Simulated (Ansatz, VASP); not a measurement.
# BAs: VASP beside Ansatz

Wanted: the spread between two codes on one cell, functional and k mesh. The cell is taken from a series of VASP runs on this material, whose earlier steps may have relaxed, scaled or displaced it; both programs get it as it stands. Valence electrons are named where the data sets of a main pair hold unlike numbers.

Method: plane waves, with VASP 6.6.1 beside it; band structure at PBE0, in Ansatz 0.2.0.

**1. The structure**

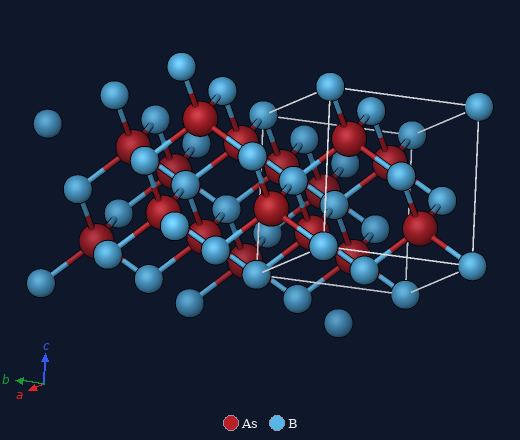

The starting structure, seen from a free direction (arsenic red, boron blue). 2×2×1 cells are drawn. This picture shows the conventional cell, with its axes. Bonds to atoms that aren't drawn are left out. Some periodic images of atoms are drawn too.

As a file:

```
As B
1.0
     0.00000    2.38850    2.38850
     2.38850    0.00000    2.38850
     2.38850    2.38850    0.00000
As B
1 1
Direct
  0.75000 0.75000 0.75000
  0.00000 0.00000 0.00000
```

**2. VASP: band structure, PBE0**

The same path points are solved in both programs, so levels can be compared one by one.

Lines of VASP's logs that name or quote its potential files are left out, and so is its time.

The run reads the wave functions of an earlier VASP run, which isn't shown here.

File INCAR:

```
SYSTEM = BAs
PREC = Accurate
ENCUT = 370
EDIFF = 1E-06
NELM = 100
ISMEAR = 0
SIGMA = 0.03
LREAL = .FALSE.
ALGO = Normal
LHFCALC = .TRUE.
AEXX = 0.25
GGA = PE
LASPH = .TRUE.
NBANDS = 10
PRECFOCK = Fast
HFRCUT = -1
LORBIT = 11
LWAVE = .FALSE.
LCHARG = .FALSE.
KPAR = 4
```

File POSCAR:

```
BAs
1.0
    0.0000000000      2.3885000000      2.3885000000
    2.3885000000      0.0000000000      2.3885000000
    2.3885000000      2.3885000000      0.0000000000
As B
1 1
Direct
    0.7500000000      0.7500000000      0.7500000000
    0.0000000000      0.0000000000      0.0000000000
```

File KPOINTS:

```
Automatic mesh
0
Gamma
5 5 5
0 0 0
```

File KPOINTS_OPT:

```
Line mode
10
Line-mode
Reciprocal
  0.00000000   0.00000000   0.00000000 GAMMA
  0.50000000   0.00000000   0.50000000 X

  0.50000000   0.00000000   0.50000000 X
  0.50000000   0.25000000   0.75000000 W

  0.50000000   0.25000000   0.75000000 W
  0.37500000   0.37500000   0.75000000 K

  0.37500000   0.37500000   0.75000000 K
  0.00000000   0.00000000   0.00000000 GAMMA

  0.00000000   0.00000000   0.00000000 GAMMA
  0.50000000   0.50000000   0.50000000 L

  0.50000000   0.50000000   0.50000000 L
  0.62500000   0.25000000   0.62500000 U

  0.62500000   0.25000000   0.62500000 U
  0.50000000   0.25000000   0.75000000 W

  0.50000000   0.25000000   0.75000000 W
  0.50000000   0.50000000   0.50000000 L

  0.50000000   0.50000000   0.50000000 L
  0.37500000   0.37500000   0.75000000 K

  0.62500000   0.25000000   0.62500000 U
  0.50000000   0.00000000   0.50000000 X
```

Potentials, in the order of the species: As and B (PBE family, release 64).

The run is started by

```console
$ mpirun -np 4 vasp_std
```

Numbers of over 12 decimals in the logs are rounded to 6 here.

Output:

```text
[banner, memory and clock lines left out]
running    4 mpi-ranks, on    1 nodes
 distrk:  each k-point on    1 cores,    4 groups
 distr:  one band on    1 cores,    1 groups

 POSCAR found type information on POSCAR AsB
 POSCAR found :  2 types and       2 ions
 LDA part: xc-table for (Slater+PW92), standard interpolation
 found WAVECAR, reading the header
 POSCAR, INCAR and KPOINTS ok, starting setup
 FFT: planning ... GRIDC
 FFT: planning ... GRID_SOFT
 FFT: planning ... GRID
 HFRCUT set to (new)   9.334170
 reading WAVECAR
 the WAVECAR file was read successfully
 initial charge from wavefunction
 entering main loop
       N       E                     dE             d eps       ncg     rms          rms(c)
DAV:   1    -0.141235745341E+02   -0.14124E+02   -0.78106E-01   204   0.648E+00    0.261E+00
DAV:   2    -0.141286735234E+02   -0.50990E-02   -0.10281E-02   226   0.696E-01    0.171E+00
DAV:   3    -0.141272527303E+02    0.14208E-02   -0.12548E-03   218   0.193E-01    0.988E-01
DAV:   4    -0.141268182645E+02    0.43447E-03   -0.41848E-04   220   0.105E-01    0.542E-01
DAV:   5    -0.141266777878E+02    0.14048E-03   -0.70629E-05   220   0.542E-02    0.303E-01
DAV:   6    -0.141266288820E+02    0.48906E-04   -0.18145E-05   242   0.331E-02    0.171E-01
DAV:   7    -0.141266139118E+02    0.14970E-04   -0.69806E-06   222   0.203E-02    0.968E-02
DAV:   8    -0.141266098166E+02    0.40952E-05   -0.21771E-06   214   0.115E-02    0.544E-02
DAV:   9    -0.141266089012E+02    0.91539E-06   -0.68084E-07   112   0.650E-03
   1 F= -.14126609E+02 E0= -.14126609E+02  d E =-.499901E-12
 Start KPOINTS_OPT (optional k-point list driver)
k-point batch [1-10\100]
       N       E                     dE             ncg
DAV:   1     0.200284110373E+03   -0.11474E+04      200
DAV:   2    -0.543669001291E+02   -0.25465E+03      262
DAV:   3    -0.694419090488E+02   -0.15075E+02      248
DAV:   4    -0.695428318492E+02   -0.10092E+00      258
DAV:   5    -0.695434682698E+02   -0.63642E-03      252
DAV:   6    -0.695434701201E+02   -0.18503E-05      236
DAV:   7    -0.695434701266E+02   -0.65101E-08      216
[...]
k-point batch [91-100\100]
       N       E                     dE             ncg
DAV:   1    -0.430334154597E+01   -0.28997E+04      200
DAV:   2    -0.192411868932E+03   -0.18811E+03      282
DAV:   3    -0.198838248247E+03   -0.64264E+01      274
DAV:   4    -0.198882925331E+03   -0.44677E-01      276
DAV:   5    -0.198883047218E+03   -0.12189E-03      256
DAV:   6    -0.198883047422E+03   -0.20419E-06      248
```

From OUTCAR (step 2):

```text
ion  position               nearest neighbor table
   1  0.750  0.750  0.750-   2 2.07   2 2.07   2 2.07   2 2.07
   2  0.000  0.000  0.000-   1 2.07   1 2.07   1 2.07   1 2.07

  LATTYP: Found a face centered cubic cell.
 ALAT       =     4.7770000000

 Subroutine GETGRP returns: Found 24 space group operations
 (whereof 24 operations were pure point group operations)

The static configuration has the point symmetry T_d .

 Found     10 irreducible k-points:

   k-points           NKPTS =     10   k-points in BZ     NKDIM =    125   number of bands    NBANDS=     10

   dimension x,y,z NGX =    24 NGY =   24 NGZ =   24
   dimension x,y,z NGXF=    48 NGYF=   48 NGZF=   48

   ENCUT  =  370.0 eV  27.19 Ry    5.21 a.u.   5.30  5.30  5.30*2*pi/ulx,y,z

   NELECT =       8.0000    total number of electrons

 k-points in reciprocal lattice and weights: Automatic mesh
   0.00000000  0.00000000  0.00000000       0.008
   0.20000000  0.00000000  0.00000000       0.064
   0.40000000  0.00000000  0.00000000       0.064
   0.20000000  0.20000000  0.00000000       0.048
   0.40000000  0.20000000  0.00000000       0.192
  -0.40000000  0.20000000  0.00000000       0.192
  -0.20000000  0.20000000  0.00000000       0.096
   0.40000000  0.40000000  0.00000000       0.048
  -0.40000000  0.40000000  0.00000000       0.096
  -0.40000000  0.40000000  0.20000000       0.192

  exchange ACFDT corr.  =         0.00000000  see jH, gK, PRB 81, 115126

 average (electrostatic) potential at core
       1 -44.6573       2 -23.4039

 E-fermi :   5.5010

 k-point     1 :       0.0000    0.0000    0.0000
  band No.  band energies     occupation
      1     -11.6517      2.00000
      2       5.3651      2.00000
      3       5.3651      2.00000
      4       5.3651      2.00000
      5      10.1816      0.00000
      6      10.1816      0.00000
      7      10.1816      0.00000
      8      11.9858      0.00000
      9      16.7214      0.00000
    ...

 k-point     2 :       0.2000    0.0000    0.0000
  band No.  band energies     occupation
      1     -10.9503      2.00000
      2       1.2565      2.00000
      3       4.4238      2.00000
      4       4.4238      2.00000
      5      10.1975      0.00000
      6      11.3969      0.00000
      7      11.3969      0.00000
      8      14.5363      0.00000
      9      18.3041      0.00000
    ...

 k-point     3 :       0.4000    0.0000    0.0000
  band No.  band energies     occupation
      1      -9.0696      2.00000
      2      -3.4359      2.00000
      3       3.4782      2.00000
      4       3.4782      2.00000
      5       9.7200      0.00000
      6      11.8422      0.00000
      7      11.8422      0.00000
      8      16.1672      0.00000
      9      19.4583      0.00000
    ...

  energy-cutoff  :      370.00
  volume of cell :       27.25
      direct lattice vectors                 reciprocal lattice vectors
     0.000000000  2.388500000  2.388500000    -0.209336404  0.209336404  0.209336404
     2.388500000  0.000000000  2.388500000     0.209336404 -0.209336404  0.209336404
     2.388500000  2.388500000  0.000000000     0.209336404  0.209336404 -0.209336404

 POSITION                                       TOTAL-FORCE (eV/Angst)
 -----------------------------------------------------------------------------------
      3.58275      3.58275      3.58275        -0.000000     -0.000000     -0.000000
      0.00000      0.00000      0.00000         0.000000      0.000000      0.000000
 -----------------------------------------------------------------------------------
    total drift:                               -0.000001     -0.000001     -0.000001

  FREE ENERGIE OF THE ION-ELECTRON SYSTEM (eV)
  ---------------------------------------------------
  free  energy   TOTEN  =       -14.1266089012 eV

  energy  without entropy=      -14.1266089012  energy(sigma->0) =      -14.12660890

 total charge
# of ion       s       p       d       tot
------------------------------------------
    1        1.182   1.705   0.092   2.980
    2        0.653   1.181   0.000   1.834
--------------------------------------------------
tot          1.835   2.886   0.092   4.813

[... 3 further parts left out ...]
```

The k-mesh is coarse for unscreened exact exchange, which converges slowly with it.

(Part 1 of 2 ends here.)

[Lines on the potential files, build, host, timing and source positions are cut from VASP's logs without a mark.]

[Logs are printed without paths, hosts, clocks, repeated set-up lines and the standing remarks that a program may print on its own settings, such as how far it seeks lower states.]

[Hosts, paths, dates, database ids (printed as entryN), source tags and the programs' standing remarks are cut or masked in the printed files.]
